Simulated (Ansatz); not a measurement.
```xyz
18
Lattice="8.0747 0.0000 0.0000 -4.0374 6.9929 0.0000 0.0000 0.0000 12.8447" Properties=species:S:1:pos:R:3 pbc="T T T"
Cs    0.0000    0.0000    1.9515
Cs    4.0374    2.3310    6.2330
Cs    0.0000    4.6620   10.5147
Cs    4.0374    2.3310    2.3300
Cs    0.0000    4.6620    6.6117
Cs    0.0000    0.0000   10.8932
Rb    0.0000    4.6620    2.1408
Rb    0.0000    0.0000    6.4224
Rb    4.0374    2.3310   10.7039
Cl    4.0374    0.0000    0.0000
Cl    0.0000    2.3310    4.2815
Cl    4.0373    4.6620    8.5632
Cl    2.0187    3.4965    0.0000
Cl   -2.0186    5.8274    4.2815
Cl    6.0560    1.1655    8.5632
Cl   -2.0187    3.4965    0.0000
Cl    2.0187    5.8274    4.2815
Cl    2.0186    1.1655    8.5632
```

Space group R-3m; a structure from a database of computed crystals, not necessarily the ambient phase; started from the Mg2SiNi3-166 prototype, which need not be the ambient phase.

These are results of DFT, r2SCAN+rVV10, plane waves, PAW in Ansatz 0.2.0, not measurements.

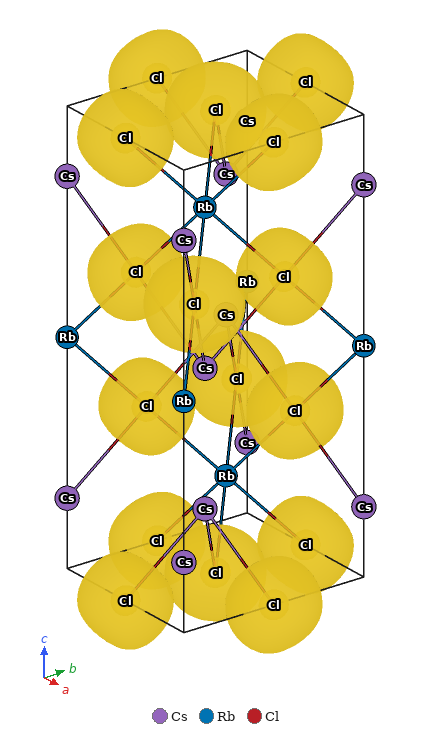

Cs$_{2}$RbCl$_{3}$. Isosurface of the ELF at 0.7 (yellow), seen slightly off an axis. Only the valence region is drawn (cores and ρ < 0.01 e/Å³ removed). Sticks mark near contacts.

Core electrons are frozen (PAW), and the valence fields are smoothed inside the atomic spheres.

**Where are the electrons localised?**

At this value the surface marks out nine regions wrapped around Cl (the valence shell of each), counted in one cell of 18 atoms. Any copies at cell faces, edges or corners count once. Along the contacts the grid gives the following. Rb–Cl (3.16 Å): the ELF is about 0.05 at the midpoint; a closed-shell, largely ionic contact. Cs–Cl (3.30 Å): the ELF is about 0.05 at the midpoint: an ionic contact with no shared pair.
